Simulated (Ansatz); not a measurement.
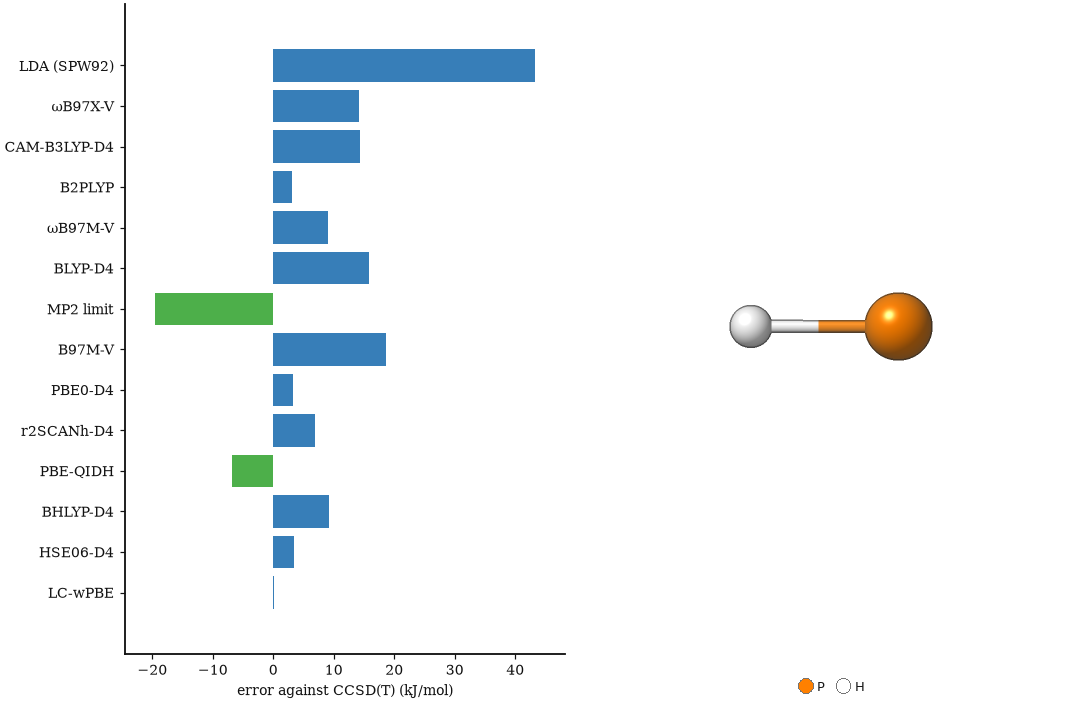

Error in the electronic atomisation energy (method less reference, so positive means overbinding) of PH, triplet: functionals in def2-TZVPP against frozen-core CCSD(T) at the limit (scheme: direct), which gives 307.2 kJ/mol, at a PBE0-D4/def2-TZVP geometry (a minimum by its frequencies), no zero-point or spin-orbit term, the Ansatz code 0.2.0. The reference leaves out core correlation, a term that grows with the number of heavy atoms. B2PLYP and PBE-QIDH hold a correlation term that converges slowly with the basis, so part of the distance to the limit is basis error. No dispersion term is added to B2PLYP, PBE-QIDH and LC-wPBE. Limit means the basis limit.

Question: What range do the values span?

Answer: From −19.5 kJ/mol (MP2 limit) to 43.3 kJ/mol (LDA (SPW92)).

Question: Give the values.

Answer:
| level | kJ/mol |
| --- | --- |
| LDA (SPW92) | 43.3 |
| ωB97X-V | 14.1 |
| CAM-B3LYP-D4 | 14.4 |
| B2PLYP | 3.0 |
| ωB97M-V | 9.0 |
| BLYP-D4 | 15.8 |
| MP2 limit | −19.5 |
| B97M-V | 18.6 |
| PBE0-D4 | 3.2 |
| r2SCANh-D4 | 6.9 |
| PBE-QIDH | −6.9 |
| BHLYP-D4 | 9.1 |
| HSE06-D4 | 3.4 |
| LC-wPBE | 0.1 |

Caveats, for all or some of the runs: other spin states weren't compared here.
